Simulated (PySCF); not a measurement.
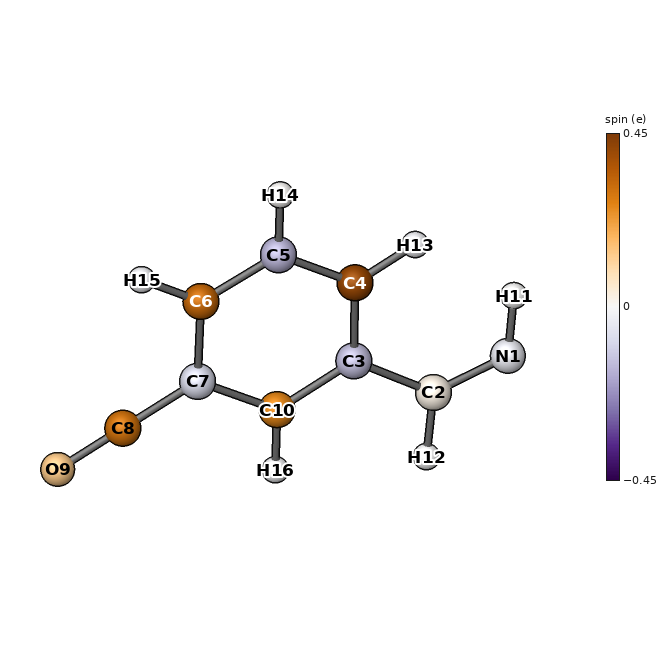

Atoms are coloured by their Mulliken spin populations. Charge 0, doublet. The geometry was computed by an optimisation with GFN2-xTB. No frequency run is at hand to confirm it as a minimum. Properties computed with UKS B3LYP, pcH-1 on C H N O, non-relativistic (PySCF 2.14.0).

### Which atom carries the largest spin population?

C4 (0.41 e).

### Which atom has the lowest spin population?

C5 (−0.16 e); a negative value comes from spin polarisation.

Give the Mulliken spin populations atom by atom.

| atom | value (e) |
| --- | --- |
| N1 | −0.04 |
| C2 | 0.03 |
| C3 | −0.14 |
| C4 | 0.41 |
| C5 | −0.16 |
| C6 | 0.32 |
| C7 | −0.08 |
| C8 | 0.30 |
| O9 | 0.13 |
| C10 | 0.26 |
| H11 | 0.00 |
| H12 | 0.00 |
| H13 | −0.02 |
| H14 | 0.01 |
| H15 | −0.01 |
| H16 | −0.01 |

Mulliken values depend strongly on the basis set.
